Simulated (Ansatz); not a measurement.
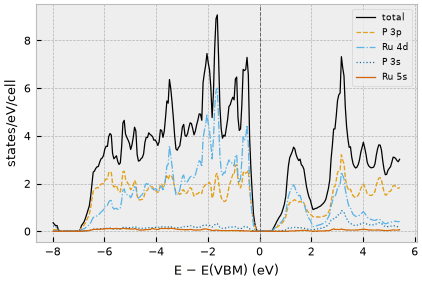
Fig. 1. Total and projected density of states of P2Ru in space group Pnnm (No. 58; P on 4g, Ru on 2a), the program Ansatz at the LDA level (PAW)

Question: Which orbitals carry the states next to the gap?

Answer: Top 1 eV of the valence band: Ru 4d 53 %, P 3p 41 %. Bottom 1 eV of the conduction band: Ru 4d 54 %, P 3p 39 %. Projections are on Löwdin-orthogonalised atomic valence shells; empty p or d shells of many metals are not among them.

Question: Where is the tallest occupied peak in this window, and what makes it?

Answer: Near -1.6 eV, about 9.1 states/eV per cell; the largest projected share is Ru 4d.

The first step of the workflow began from a Materials Project structure, measured or hypothetical; the Crystallography Open Database files this formula in space group No. 58, but the cells were not matched. Its standing as an ambient phase is unchecked. The cell was relaxed with LDA under the symmetry of its start; its stability against distortions is not shown here. No spin polarisation was allowed. Scalar-relativistic: spin–orbit coupling is off unless named, which matters more the heavier the elements.

Potentials: the later of the program's two PAW sets.
